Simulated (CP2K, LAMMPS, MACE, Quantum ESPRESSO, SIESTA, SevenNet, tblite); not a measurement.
# Pressure against volume in glassy 65SnO2-35SiO2 (mol %) (60 atoms), tblite GFN1-xTB

Density of this cell: 4.76 g/cm³. The cell holds 60 atoms: 13 Sn, 7 Si and 40 O. Its edges and angles: a = 9.395 Å, b = 9.395 Å, c = 9.395 Å, α = 90.0°, β = 90.0°, γ = 90.0°. 60 atoms (13 Sn, 7 Si, 40 O) placed at random at 4.63 g/cm³, melted at 4000 K for 10 ps at fixed volume with the Morse and Coulomb pair potential with partial charges (Pedone, Malavasi, Menziani, Cormack and Segre, J. Phys. Chem. B 110, 11780 (2006)). Quenched from 4000 K to 300 K at 10 K/ps and fixed volume, held 10 ps at zero pressure, then minimised at fixed cell. Then the atoms were relaxed with MACE MP-0b3 medium in the fixed cell.

Calculated with tblite 0.8.0: tblite GFN1-xTB, tight binding with its own dispersion term; k-points Γ. The unchanged cell has V0 = 13.822 Å³ an atom and P0 = -6.334 GPa. It is scaled evenly, and MACE MP-0b3 medium relaxes the atoms at each volume before the single point.

```
volume (Å³/atom)  pressure (GPa)
          12.993          -4.350
          13.408               ?
          14.237          -6.592
          14.652          -7.449
```

**Question.** Fit a second-order expansion in ln V to the rows given and interpolate to the withheld row.

**Working.**

To second order in u = ln(V/V0), P = P0 − B u + ½ B B′ u², with B the bulk modulus at V0 and B′ its pressure derivative. So v = (P − P0)/u is a line in u, with intercept −B and slope ½ B B′.

| u | v (GPa) |
| --- | --- |
| -0.0618754 | -32.0677 |
| 0.0295588 | -8.70130 |
| 0.0582689 | -19.1234 |

With n = 3: mean u = 0.00865077, mean v = -19.9641, Σ(u − ū)² = 0.0078730, Σ(u − ū)(v − v̄) = 1.1308. Slope b = 1.1308 / 0.0078730 = 143.63; intercept a = v̄ − b ū = -21.207.

So B = 21.2 GPa and B′ = 2b/B = 14. At the withheld volume u = -0.03046, v = a + b u = -25.58 GPa, and P = P0 + u v.

Prediction at 13.408: -5.555 GPa. The run gave -5.206 GPa, so the fit is low by 0.35 GPa (6.7 % of the value).

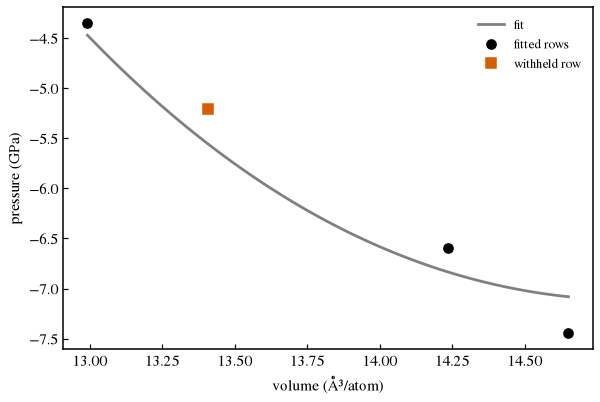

The fit, the rows that it rests on and the withheld row.

B′ = 14 rests on three points, and the miss at the fourth puts it in doubt. Among the rows given, the largest miss of the fit is at 14.652, by 0.37 GPa (12 % of the range of the table).

Limits: Static cells at zero temperature, with the cell shape held. The atoms follow MACE MP-0b3 medium, not this level's own minimum.

[Logs are printed without paths, hosts, clocks, repeated set-up lines and the standing remarks that a program may print on its own settings, such as how far it seeks lower states.]

[Hosts, paths, dates, database ids (printed as entryN), source tags and the programs' standing remarks are cut or masked in the printed files.]
